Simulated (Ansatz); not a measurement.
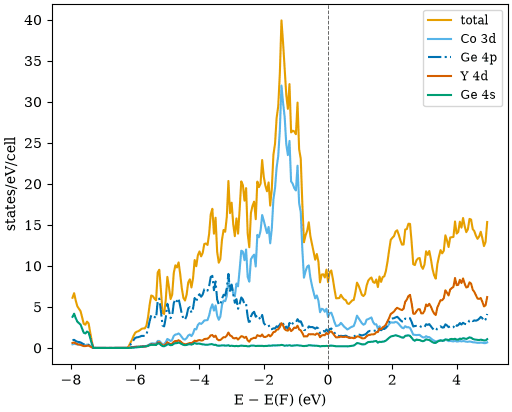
Figure: Total and projected density of states of Y2Co3Ge5 in space group C2/c (No. 15; Pearson symbol mS40), DFT-r²SCAN in the program Ansatz with PAW potentials

**Question.** Which orbitals carry the states next to the Fermi level?

**Answer.** Within 0.5 eV of the Fermi level: Co 3d 51 %, Ge 4p 23 %, Y 4d 18 %. Projections are on Löwdin-orthogonalised atomic valence shells; empty p or d shells of many metals are not among them.

**Question.** Where is the tallest occupied peak in this window, and what makes it?

**Answer.** Near -1.4 eV, about 40 states/eV per cell; the largest projected share is Co 3d.

The first step of the workflow began from a Materials Project structure, measured or hypothetical; the Crystallography Open Database copy checked does not list it. Whether it is the stable phase at ambient conditions was not checked. The r²SCAN relaxation kept the symmetry of its start; whether a distortion lowers the energy is not shown. Spin order of the final state: ferromagnetic, the only order run, not a proven ground state. Other orbital occupations within this spin state were not tried. Spin–orbit coupling is left out wherever it is not named.

Potentials: the later of the program's two PAW sets.
